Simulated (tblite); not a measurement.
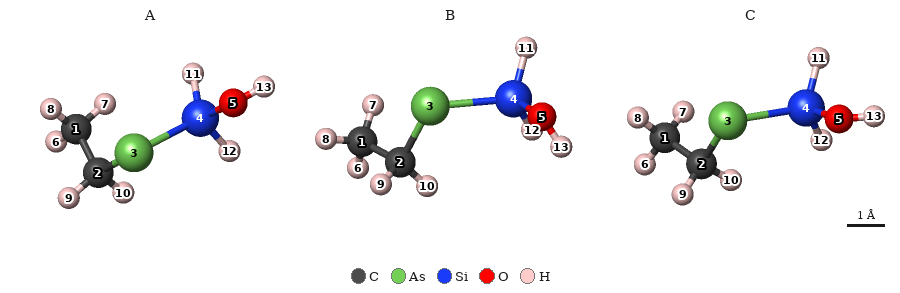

3 geometries from one relaxation of C₂H₈AsOSi (multiplicity 2), in shuffled order. Style: ball-and-stick. Shown at a tilt.

Theory: GFN2-xTB geometry optimisation, gas phase in tblite. 

Order the frames from highest to lowest energy.

Answer. B, C, A. They are steps 0, 75, 124, at +15.6 kcal/mol, +2.69 kcal/mol relative to the last. After 124 geometry steps the energy has fallen by 15.6 kcal/mol. The largest move after the best rigid fit is that of H13, 1.65 Å. Largest moves by element: H 1.65 Å, As 1.44 Å, Si 0.64 Å, C 0.53 Å, O 0.47 Å. Some distances before and after: Si4–O5 1.715 → 1.635 Å, C1–C2 1.493 → 1.525 Å, C1–H6 1.120 → 1.090 Å, C2–As3 1.972 → 1.997 Å. Bond angles that change, for instance: C2–As3–Si4 113.4° → 96.6°, As3–Si4–H11 110.3° → 118.9°, As3–Si4–O5 106.5° → 99.9°. Groups turn about As3–Si4 by about 70°, Si4–O5 by about 70°, C2–As3 by about 45°.
